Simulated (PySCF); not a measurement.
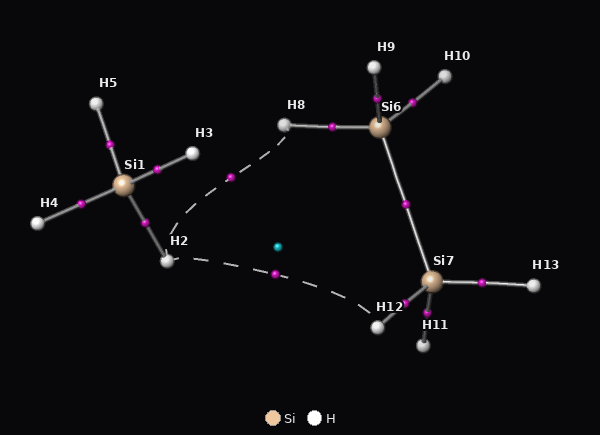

Figure. H10Si3, SMILES `[SiH4].[SiH3][SiH3]`. Molecular graph of the electron density (QTAIM): bond paths, bond critical points (magenta), ring points (cyan, if any); weak paths are dashed.

Method: B3LYP/def2-TZVP; geometry: an unrelaxed start of a pair search; program: PySCF.

Q: How many critical points of each kind are there, and does the count close?

A: 13 nuclei, 13 bond, 1 ring and 0 cage critical points: 13 − 13 + 1 − 0 = 1, as the Poincaré–Hopf relation requires.

Q: Tabulate density, Laplacian, ellipticity and energy density at the bond critical points (atomic units).

A:
```csv
bond,length (Å),ρ (a.u.),∇²ρ (a.u.),ε,H (a.u.)
Si1–H5,1.460,0.125,+0.19,0.00,−0.078
Si1–H3,1.461,0.125,+0.19,0.00,−0.078
Si1–H4,1.462,0.125,+0.19,0.00,−0.078
Si1–H2,1.462,0.125,+0.19,0.00,−0.077
Si7–H12,1.465,0.123,+0.19,0.02,−0.076
Si6–H9,1.465,0.123,+0.19,0.02,−0.076
Si6–H8,1.466,0.123,+0.19,0.02,−0.076
Si7–H13,1.466,0.123,+0.19,0.02,−0.076
Si7–H11,1.467,0.123,+0.19,0.02,−0.076
Si6–H10,1.468,0.122,+0.19,0.02,−0.076
Si6–Si7,2.304,0.100,−0.19,0.00,−0.054
H2–H8,3.064,0.003,+0.01,0.60,+0.001
H2–H12,3.084,0.002,+0.01,1.09,+0.001
```

Q: What kind of interaction is Si6–H10?

A: Polar or intermediate (positive Laplacian, negative energy density H): ρ = 0.122, ∇²ρ = +0.19, H = −0.076 a.u.

Q: Are there bond paths between atoms that aren't covalently bonded?

A: Yes: H2–H8 (3.06 Å, ρ = 0.003); H2–H12 (3.08 Å, ρ = 0.002).
